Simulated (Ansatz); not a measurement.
An ideal cubic perovskite cell is held by its symmetry; such compounds can tilt or shift off centre at room temperature. The starting structures come from a database of crystals and need not be the phases stable at ambient conditions.

 Where the default PAW files enter, the runs use the earlier of Ansatz's two default sets.

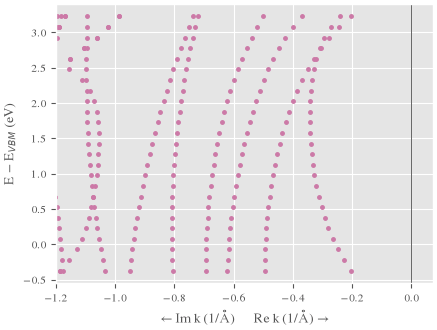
*Complex bands at the centre of the two-dimensional zone; PBEsol in Ansatz (a first-principles code)*

The gap is the functional's own. No spin-orbit coupling. Mid-gap values are interpolated on the energy grid.

**Question.** This is RbPbF3 (Pm-3m, cubic perovskite, not sure to be the ambient phase, 5 atoms a cell, 23.0 Å³ an atom, -2 GPa at this level) along the normal of (110). Read off the slowest decay at the centre of the two-dimensional zone at 1.43 eV, the computed energy nearest the middle of the gap.

**Answer.** κ ≈ 0.34 1/Å, a decay length 1/(2κ) of the density of 1.5 Å.
